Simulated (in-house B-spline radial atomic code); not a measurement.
# Ar¹¹⁺: excited configurations in jj coupling

How much energy does it take to promote electrons of Ar¹¹⁺ to other shells? Each configuration is solved by itself and compared with the reference.

Method: Dirac-Hartree-Fock, average of configuration, Fermi nucleus, basis-set limit. Code: in-house B-spline radial atomic code version 1.

## 1. The atom as given

- element: argon (Z = 18)
- charge: +11
- electrons: 7
- configuration: 1s2 2s2 2p-2 2p+1
- Hamiltonian: Dirac-Coulomb
- nucleus: Fermi, rms radius 3.427 fm

In configurations, a minus sign after the shell means j = l − 1/2 and a plus sign j = l + 1/2; the count of electrons follows.

Settings, as recorded:

```ini
Z = 18
electrons = 7.0
configuration = 1s2 2s2 2p-2 2p+1
hamiltonian = dirac
method = hf
spin_polarised = False
nucleus = fermi
rms_radius = 3.4274
mass_number = 40
atomic_mass = 39.96238312204
speed_of_light = 137.035999084
```

This reference run was done before. Its total energy is -454.541598 hartree, and its levels are (the highest eight at most):

```csv
orbital,occupation,energy (eV),<r> (bohr)
1s1/2,2,-3659.65,0.08523
2s1/2,2,-665.53,0.3833
2p3/2,1,-614.56,0.3377
2p1/2,2,-613.87,0.3365
```

## 2. 1s2 2s2 2p-2 6g-1

Settings, as recorded:

```ini
Z = 18
electrons = 7.0
configuration = 1s2 2s2 2p-2 6g-1
hamiltonian = dirac
method = hf
spin_polarised = False
nucleus = fermi
rms_radius = 3.4274
mass_number = 40
atomic_mass = 39.96238312204
speed_of_light = 137.035999084
```

## 3. Configuration 1s2 2s2 2p+2 6p-1

The settings differ from step 2 so:

```diff
@@ -2,3 +2,3 @@
 electrons = 7.0
-configuration = 1s2 2s2 2p-2 6g-1
+configuration = 1s2 2s2 2p+2 6p-1
 hamiltonian = dirac
```

## 4. Run with 1s2 2s1 2p+3 5s1

The settings differ from step 3 so:

```diff
@@ -2,3 +2,3 @@
 electrons = 7.0
-configuration = 1s2 2s2 2p+2 6p-1
+configuration = 1s2 2s1 2p+3 5s1
 hamiltonian = dirac
```

## 5. Configuration 1s2 2s2 2p-1 2p+1 3d-1

The settings differ from step 4 so:

```diff
@@ -2,3 +2,3 @@
 electrons = 7.0
-configuration = 1s2 2s1 2p+3 5s1
+configuration = 1s2 2s2 2p-1 2p+1 3d-1
 hamiltonian = dirac
```

## 6. Configuration 1s2 2s2 2p+2 5d-1

The settings differ from step 5 so:

```diff
@@ -2,3 +2,3 @@
 electrons = 7.0
-configuration = 1s2 2s2 2p-1 2p+1 3d-1
+configuration = 1s2 2s2 2p+2 5d-1
 hamiltonian = dirac
```

## 7. 1s2 2s2 2p-1 2p+2

The settings differ from step 6 so:

```diff
@@ -2,3 +2,3 @@
 electrons = 7.0
-configuration = 1s2 2s2 2p+2 5d-1
+configuration = 1s2 2s2 2p-1 2p+2
 hamiltonian = dirac
```

## 8. 1s2 2s2 2p+3

The settings differ from step 7 so:

```diff
@@ -2,3 +2,3 @@
 electrons = 7.0
-configuration = 1s2 2s2 2p-1 2p+2
+configuration = 1s2 2s2 2p+3
 hamiltonian = dirac
```

How far above the reference does each configuration lie (order and size, in eV)?

As calculated:

| net move | configuration | energy above the reference (eV) | with Breit, QED, recoil (eV) | largest <r> (bohr) |
| --- | --- | --- | --- | --- |
| 2p1/2 → 2p3/2 | 1s2 2s2 2p-1 2p+2 | 0.330 | 0.187 | 0.383 |
| 2×2p1/2 → 2×2p3/2 | 1s2 2s2 2p+3 | 5.304 | 5.086 | 0.383 |
| 2p1/2 → 3d3/2 | 1s2 2s2 2p-1 2p+1 3d-1 | 386.21 | 385.94 | 0.826 |
| 2×2p1/2 → 2p3/2, 5d3/2 | 1s2 2s2 2p+2 5d-1 | 536.20 | 535.81 | 2.81 |
| 2p3/2 → 6g7/2 | 1s2 2s2 2p-2 6g-1 | 558.53 | 558.42 | 3.67 |
| 2×2p1/2 → 2p3/2, 6p1/2 | 1s2 2s2 2p+2 6p-1 | 558.88 | 558.50 | 4.19 |
| 2×2p1/2, 2s → 2×2p3/2, 5s | 1s2 2s1 2p+3 5s1 | 583.07 | 582.57 | 2.82 |

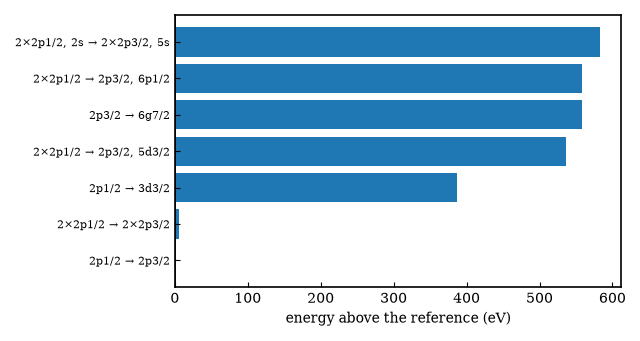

Energy of each configuration above the reference.

What this shows: The energies run from 0.330 eV (2p1/2 → 2p3/2) to 583.07 eV (2×2p1/2, 2s → 2×2p3/2, 5s). Two partly filled shells share a symmetry and can mix in the average, which may lower the energy, for: 2×2p1/2, 2s → 2×2p3/2, 5s. These are averages over configurations, without correlation, not spectroscopic levels.
